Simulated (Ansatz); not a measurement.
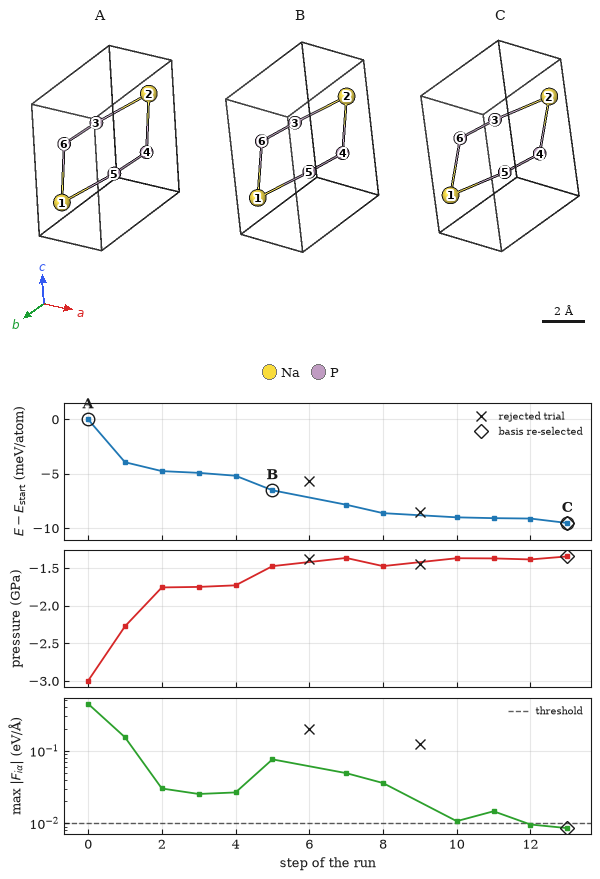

Frames of a relaxation of crystalline NaP$_{2}$ (a generated structure, set up in P-1), marked on the history of the run. The picture is a ball-and-stick view of the cell of the calculation, seen from a free direction.

Theory: DFT PBE+D3(BJ), scalar-relativistic, plane waves, PAW (Ansatz).

The input:
```yaml
crystal:
  lattice:
    - [3.3408997741, 0.0, 0.0]
    - [-1.4354933161, 5.561359457, 0.0]
    - [-0.4119221528, -1.1322069331, 7.0021550657]
  atoms:
    - { symbol: Na, position: [0.122165, 0.789117, 0.17356] }
    - { symbol: Na, position: [0.877835, 0.210883, 0.82644] }
    - { symbol: P, position: [0.610257, 0.676597, 0.784105] }
    - { symbol: P, position: [0.905792, 0.302178, 0.425419] }
    - { symbol: P, position: [0.389743, 0.323403, 0.215895] }
    - { symbol: P, position: [0.094208, 0.697822, 0.574581] }
basis:
  ecutwfc: 420
kpoints:
  mp_grid: { grid: [8, 6, 4] }
hamiltonian:
  xc: pbe
  dispersion: d3bj
scf:
  occupations: { method: gaussian, width: 0.02 }
output:
  forces: true
  stress: true
  eigenvalues: true
relax:
  adjacent_minimum: "off"
  f_tol: 0.01
  max_steps: 30
  cell: { stress_tol: 0.1, fix: [volume] }
```

Command:
```bash
ansatz run input.yaml --threads 4 --pin off --max-ram 8192MiB --backend cpu --events-out ev --progress --plain --runs-dir out
```

Question: Describe the path.

Answer: The largest moves relative to the cell, 0.50 Å, are those of Na1 and Na2. Na1 goes roughly along [−3 1 1]. By element the largest moves are Na 0.50 Å, P 0.35 Å. The drawn cell changes at constant volume: a 3.341 → 3.318 Å (−0.7 %), b 5.744 → 5.699 Å (−0.8 %), c 7.105 → 7.354 Å (+3.5 %), α 98.0° → 94.7°, β 93.3° → 101.8°, γ 104.5° → 105.1°. Some distances before and after: Na1–P3 3.359 → 4.346 Å, Na1–P5 3.205 → 3.050 Å, Na1–P4 3.486 → 3.344 Å, Na1–P4 (another image) 3.476 → 3.361 Å. Bond angles that change, for instance: Na2–P5–P4 155.0° → 130.2°, Na2–P5–P4 103.5° → 124.8°, P3–Na1–P5 105.2° → 88.2°. The space group stays P-1 (No. 2). Over 10 accepted moves (13 points after the start) the energy falls by 9.5 meV per atom. The largest force component goes from 0.45 to 0.0086 eV/Å. Pressure: −3.00 GPa at the start and −1.34 GPa at the end. The line search rejected the trial steps at points 6, 9 of the run. The SCF was repeated once at an unchanged geometry on a basis and grid sized afresh for the cell, which shifted the energy by 0.4 meV per atom at most. Cost: 81 s on 4 threads of Arm Neoverse V1, with other jobs on the host, peak memory 0.59 GiB. From step 0 to 5: Na atoms move most (0.25 Å), energy −6.5 meV per atom. From step 5 to 13: Na atoms move most (0.27 Å), energy −3.0 meV per atom.

| step | E − E(0), meV/atom | largest force component, eV/Å | pressure, GPa | note |
| --- | --- | --- | --- | --- |
| 0 | 0.00 | 0.4461 | -3.00 |  |
| 1 | -3.93 | 0.1540 | -2.27 |  |
| 2 | -4.75 | 0.0302 | -1.76 |  |
| 3 | -4.91 | 0.0254 | -1.75 |  |
| 4 | -5.17 | 0.0266 | -1.73 |  |
| 5 | -6.51 | 0.0763 | -1.47 |  |
| 6 | -5.63 | 0.1991 | -1.37 | rejected |
| 7 | -7.83 | 0.0493 | -1.36 |  |
| 8 | -8.61 | 0.0359 | -1.47 |  |
| 9 | -8.50 | 0.1256 | -1.45 | rejected |
| 10 | -8.99 | 0.0107 | -1.37 |  |
| 11 | -9.07 | 0.0146 | -1.37 |  |
| 12 | -9.10 | 0.0096 | -1.38 |  |
| 13 | -9.51 | 0.0086 | -1.34 | same geometry, new basis |
